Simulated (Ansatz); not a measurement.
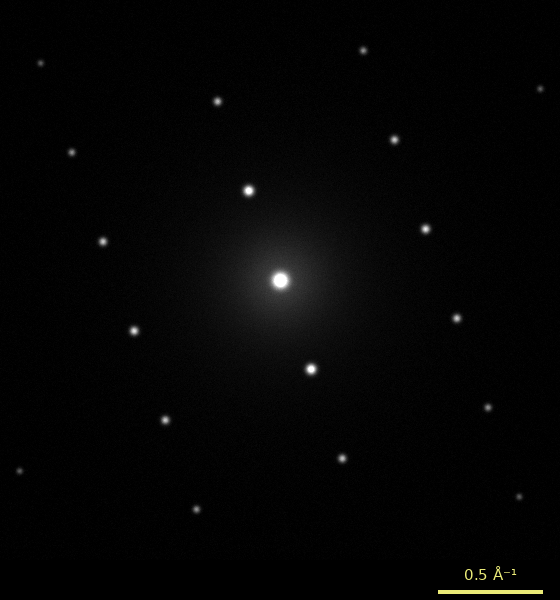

The pattern is a kinematic simulation for 100 kV electrons (no multiple scattering; isotropic B = 1 Å²).

It belongs to Rh, space group Fm-3m (No. 225), a = 3.80 Å. Structure: the input geometry of an electronic-structure calculation (not necessarily at equilibrium).

**Which low-index zone axis gives this pattern?**

The spots form a rectangular net whose two shortest vectors correspond to d = 2.19 Å and 1.34 Å, 90.0° apart. They index as -1 1 1 and 0 -2 2, so the zone axis is [211] (or an equivalent direction of <211>).

**Which reflections of this zone are missing, and why?**

The lattice centring (F) removes all reflections that break h + k = 2n, h + l = 2n.
